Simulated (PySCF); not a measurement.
Sn(OH)(SeH)3, H4OSe3Sn, SMILES [OH][Sn]([SeH])([SeH])[SeH] at its PBE0/def2-SVP optimised geometry (Å):

```
9

O     -1.5855     0.9605    -0.3601
Sn     0.3435     0.6669     0.0000
Se     1.7797     1.7964    -1.7603
Se     1.0875     1.7187     2.1877
Se     0.3839    -1.8596     0.0000
H     -1.8565     1.8596    -0.1351
H      0.8939     1.2995    -2.8268
H      0.5432     0.5732     2.9355
H      1.8565    -1.8596     0.0000
```

Calculation: PBE0/def2-TZVP, def2 effective core potentials past Kr (PySCF 2.14.0). The core electrons that the potentials of Sn replace are not part of the density.

Map of the Laplacian of the electron density (e/bohr⁵) on the plane z = 1.0 Å:

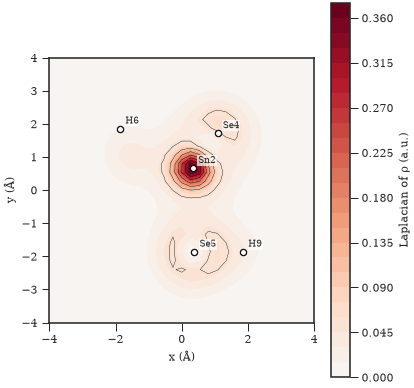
Figure. Laplacian of the electron density (e/bohr⁵) on the plane z = 1.0 Å.
